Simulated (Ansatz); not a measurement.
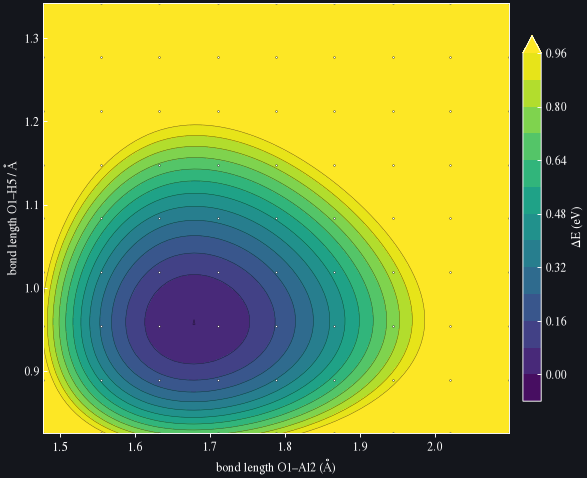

CH2AlOS, SMILES [OH][Al]1[CH][S]1, spin multiplicity 2. Coordinates scanned: (1) bond length O1–Al2; (2) bond length O1–H5. Nothing is relaxed (all other coordinates rigid). Grid: 9 × 9 points. All energies are given in eV relative to the relaxed molecule at the same level. Method: UKS wB97X-V/def2-SVP (Ansatz).

In the figure: filled contours, dots at the grid points, one colour for all values above the top of the scale. Between grid points the surface is interpolated.

Where is the minimum, and how stiff is the well along each coordinate?

The interpolated minimum is at bond length O1–Al2 ≈ 1.679 Å, bond length O1–H5 ≈ 0.959 Å. The curvatures there are about 33 eV/Å² and 55 eV/Å², with a cross term of about 0 eV/Å². Round the minimum the two coordinates are nearly uncoupled.
